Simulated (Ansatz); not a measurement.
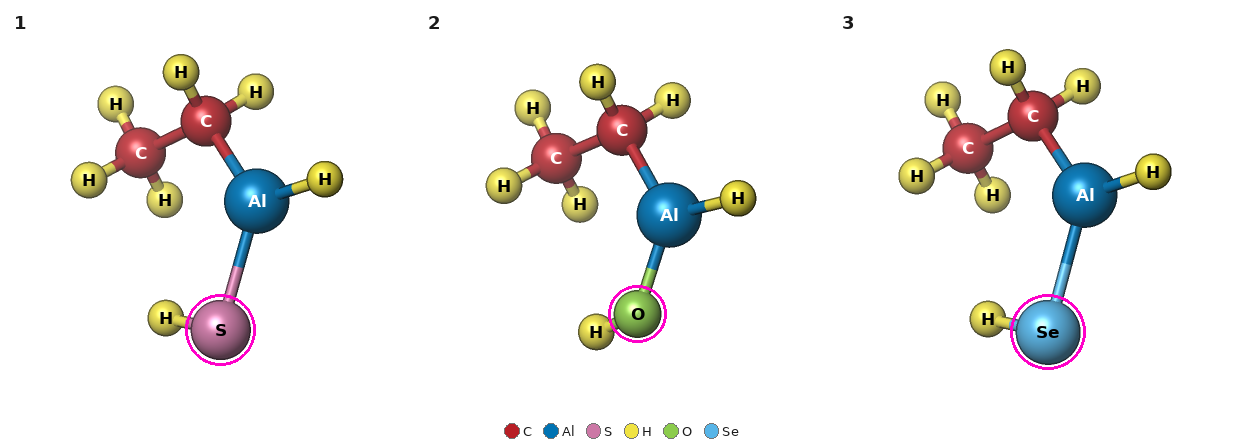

3 molecules with one skeleton, seen from the same side and at one scale; the atom that differs is circled. Each species is neutral and a spin singlet. Computed geometries: PBE0-D4/def2-TZVP optimisations, one conformation each. Properties computed with Ansatz 0.2.0.

One atom differs, called X below: S in panel 1, O in panel 2, Se in panel 3. Their formulas are C2H7AlS (`C[CH2][AlH][SH]`), C2H7AlO (`C[CH2][AlH][OH]`), C2H7AlSe (`C[CH2][AlH][SeH]`).

Rank them by the angle Al–X–H, lowest first (PBE0-D4/def2-TZVP).

Answer. 3 (Se), 1 (S), 2 (O).

Rank them by the HOMO energy (Kohn–Sham orbital), lowest first (ωB97M-V/def2-QZVPP).

Answer. 1 (S), 2 (O), 3 (Se).

Give the values. With PBE0-D4/def2-TZVP: length of X–Al (Å), length of X–H (Å), angle Al–X–H (°). With ωB97M-V/def2-QZVPP: HOMO energy (Kohn–Sham orbital) (eV), HOMO–LUMO gap (eV). With B3LYP-D4/def2-TZVPP: dipole moment (D).

```json
{"quantity": "length of X–Al (Å)", "1 (S)": "2.188", "2 (O)": "1.701", "3 (Se)": "2.322"}
{"quantity": "length of X–H (Å)", "1 (S)": "1.345", "2 (O)": "0.956", "3 (Se)": "1.470"}
{"quantity": "angle Al–X–H (°)", "1 (S)": "93.7", "2 (O)": "123.1", "3 (Se)": "92.3"}
{"quantity": "HOMO energy (Kohn–Sham orbital) (eV)", "1 (S)": "−9.86", "2 (O)": "−9.75", "3 (Se)": "−9.38"}
{"quantity": "HOMO–LUMO gap (eV)", "1 (S)": "10.34", "2 (O)": "10.49", "3 (Se)": "9.79"}
{"quantity": "dipole moment (D)", "1 (S)": "1.86", "2 (O)": "1.86", "3 (Se)": "1.71"}
```
